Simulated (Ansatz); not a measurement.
**C2H9BClNSi: one change and its effect**

System: C2H9BClNSi, SMILES BN(CC)[SiH2]Cl.
Method of run A: RKS SPW92 (LDA)/def2-TZVPP (Ansatz 0.2.0).

The geometry comes from this level: PBE0-D4/def2-TZVP. Text and figures count atoms from 1; the logs count them from 0 in places.

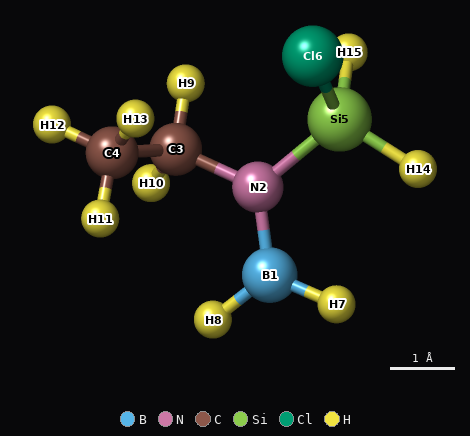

Figure 1. The structure as given in the input (ball-and-stick view, seen at a tilt; atoms are numbered from 1 in the order of the input).

### Input, run A
```yaml
crystal:
  periodic: [false, false, false]
  atoms:
    - {symbol: B, position_ang: [-1.142745, -1.301609, -0.659483]}
    - {symbol: N, position_ang: [-0.594277, -0.091648, -0.216727]}
    - {symbol: C, position_ang: [0.108782, -0.010414, 1.071875]}
    - {symbol: C, position_ang: [1.541098, -0.498040, 0.982281]}
    - {symbol: Si, position_ang: [-0.748936, 1.357981, -1.152274]}
    - {symbol: Cl, position_ang: [1.087151, 2.028748, -1.804043]}
    - {symbol: H, position_ang: [-1.678690, -1.347354, -1.728209]}
    - {symbol: H, position_ang: [-1.073794, -2.267698, 0.047083]}
    - {symbol: H, position_ang: [0.088214, 1.026033, 1.426879]}
    - {symbol: H, position_ang: [-0.445930, -0.604489, 1.802120]}
    - {symbol: H, position_ang: [1.567361, -1.541942, 0.661864]}
    - {symbol: H, position_ang: [2.028468, -0.427250, 1.957566]}
    - {symbol: H, position_ang: [2.114432, 0.093770, 0.266768]}
    - {symbol: H, position_ang: [-1.591241, 1.091697, -2.332451]}
    - {symbol: H, position_ang: [-1.281592, 2.441514, -0.294051]}
basis:
  gaussian: {orbitals: def2-TZVPP}
hamiltonian: {xc: lda}
output: {orbitals: {seedname: orbitals}}
```

Launched with:
```bash
ansatz run in.yaml --threads 4 --pin off --events-out ev --progress --plain --max-ram 11315MiB
```

Hardware: 4 threads of Arm Neoverse V1, 23 GiB of memory available, shared host.

### Output (run A)
```
Functional definition: SPW92
  exchange = slater_x
  correlation = pw_c
1797 factors; their error is unknown
mean field evaluation 1: about -24662.5294 eV, gradient 8.5e1 eV
mean field evaluation 2: about -24604.2595 eV, gradient 1.7e2 eV
mean field evaluation 4: about -24678.5362 eV, gradient 1.9e1 eV
mean field evaluation 8: about -24679.2465 eV, gradient 3.5e-1 eV
mean field evaluation 16: about -24679.1985 eV, gradient 6.3e-4 eV
mean field -24679.19845146 eV, -906.9438149297 hartree, gradient 6.6e-5 eV, S^2 0.000000; 0 other end points of the search recorded, 0 dependent functions left out
reference -24679.19850069 eV, -906.9438167388 hartree; 32, 32 occupied and 302, 302 virtual orbitals, 1797 factors
Total energy: -24679.19850069 eV, -906.9438167388 hartree
```

Run B used a changed input.

### The two runs side by side

| quantity | run A | run B |
| --- | --- | --- |
| outcome | converged | converged |
| total energy (hartree) | −906.943817 | −910.952813 |
| HOMO (eV) | −7.24 | −10.68 |
| LUMO (eV) | −1.70 | 1.63 |
| basis functions | 334 | 334 |
| wall time (shared host) | 2.3 s | 15 s |

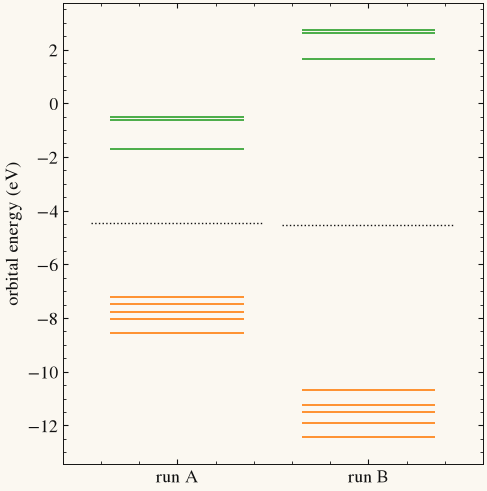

Figure 2. The five highest filled and three lowest empty orbital energies of the two runs; the dotted lines part filled from empty levels. The HOMO–LUMO gap is 5.54 eV in run A and 12.31 eV in run B.

What was changed in the input?

The change (lines with − go, lines with + come):
```diff
-hamiltonian: {xc: lda}
+hamiltonian: {xc: {name: wB97X-V}}
```

The total energies belong to different methods, so their difference says nothing on which is more stable or more accurate. The HOMO goes from −7.24 to −10.68 eV. The LUMO goes from −1.70 to 1.63 eV. On the same kind of shared host run B took about 6.3 times as long.

### Output (run B)
```
Functional definition: wB97X-V
  parameter omega = 0.3/bohr
  parameter cx = 0.167
  parameter cx1 = 0.603
  parameter cx2 = 1.194
  parameter css0 = 0.556
  parameter css1 = -0.257
  parameter cos0 = 1.219
  parameter cos1 = -1.850
  parameter b = 6.0
  parameter c = 0.01
  exchange = spin_sum(e_x_unif_sr(omega)*poly(b97_u_x, 1 - cx, cx1, cx2)) + cx*exact_x_sr(omega) + exact_x_lr(omega)
  correlation = spin_sum(e_c_pw_same_spin*poly(b97_u_same, css0, css1))
      + integral(e_c_pw_opposite_spin*poly(b97_u_opposite, cos0, cos1)) + vv10(b, c)
1816 factors; their error is unknown
435 factors; integrals over basis functions are off by at most 1.4e-5 eV
mean field evaluation 1: about -24782.9872 eV, gradient 5.0e1 eV
mean field evaluation 2: about -24783.9313 eV, gradient 4.6e1 eV
mean field evaluation 4: about -24788.2605 eV, gradient 2.4e0 eV
mean field evaluation 8: about -24788.2828 eV, gradient 9.0e-2 eV
mean field evaluation 16: about -24788.2888 eV, gradient 1.0e-4 eV
mean field -24788.28884897 eV, -910.9528130938 hartree, gradient 3.7e-5 eV, S^2 0.000000; 0 other end points of the search recorded, 0 dependent functions left out
reference -24788.28884646 eV, -910.9528130016 hartree; 32, 32 occupied and 302, 302 virtual orbitals, 1816 factors
Total energy: -24788.28884646 eV, -910.9528130016 hartree
```
